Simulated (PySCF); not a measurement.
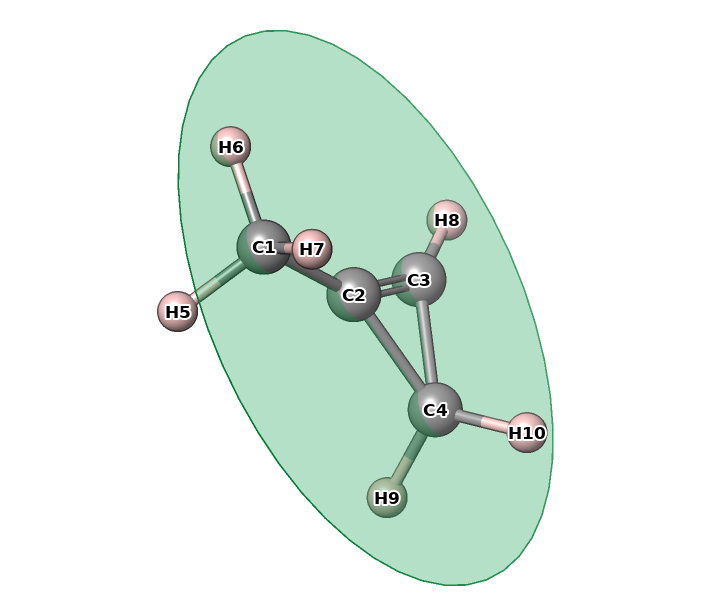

A disc through the centre of mass is drawn in. Depth is shown by fading: the farther an atom, the more it takes the colour of the background. Computed geometry: PBE0-D3(BJ)/def2-SVP optimisation. No frequency run is at hand to confirm it as a minimum.

Is the plane of the disc a mirror plane of the structure?

Yes. The reflection leaves C1, C2, C3, C4, H6, H8 in place and moves H5 ↔ H7; H9 ↔ H10. The point group is Cs.
